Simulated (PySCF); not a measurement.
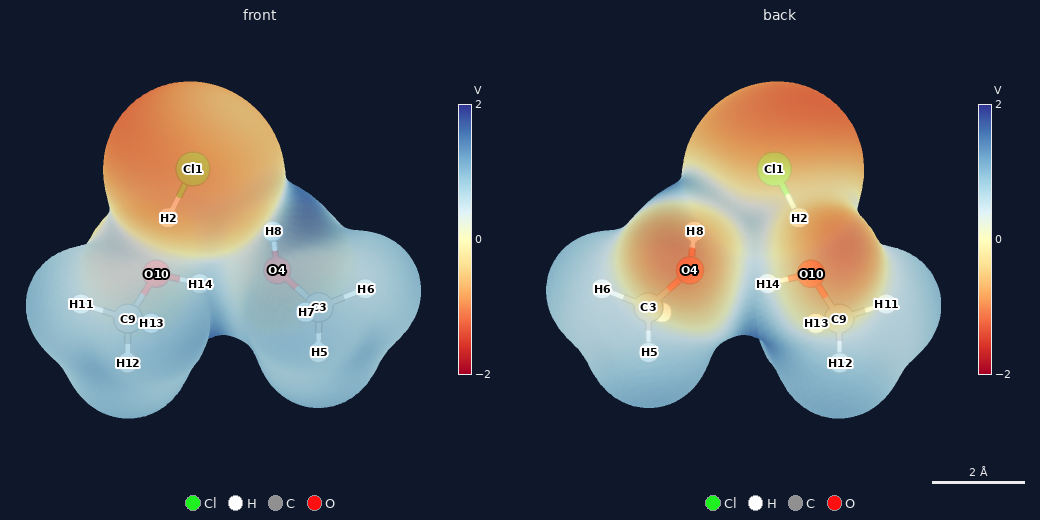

Figure. HCl···CH$_{4}$O···CH$_{4}$O (SMILES Cl.CO.CO). The molecular electrostatic potential painted on the density surface at 0.002 e/bohr³, seen from the front and from behind; red is negative and blue positive.

Geometry: PBE0-D3(BJ)/def2-SVPD.

Theory: wB97M-D3(BJ)/def2-SVPD, SCF density, gas phase (PySCF).

The calculation's input:

```
{"job": {"kind": "inter", "xc": "wB97M-D3(BJ)", "basis": "def2-SVPD", "pairs": true}, "charge": 0, "multiplicity": 1, "parts": [{"atoms": "0-1", "charge": 0, "multiplicity": 1}, {"atoms": "2-7", "charge": 0, "multiplicity": 1}, {"atoms": "8-13", "charge": 0, "multiplicity": 1}]}
Cl     0.376331     0.126096     0.149531
H      0.045342    -1.202130     0.425643
C      0.561420    -2.312115    -3.215102
O     -0.334181    -1.973843    -2.177874
H      0.420583    -3.376615    -3.439102
H      0.351835    -1.733697    -4.128086
H      1.610622    -2.148147    -2.919812
H     -0.173583    -1.063233    -1.885281
C      0.831579    -3.415916     0.817588
O     -0.261354    -2.622406     0.395068
H      0.937647    -3.286469     1.900851
H      0.641612    -4.477143     0.602954
H      1.768999    -3.104421     0.329426
H     -0.353430    -2.661158    -0.585942
```

Command:

```sh
OMP_NUM_THREADS=1 python cluster_run.py task.json out
```

### Which sites attract a positive test charge, and which a negative one?

A positive charge is drawn to the negative regions and a negative charge to the positive ones. The most negative region (about −1.2 V) lies over Cl1, the most positive (about +1.6 V) over H8, C9 and H14.
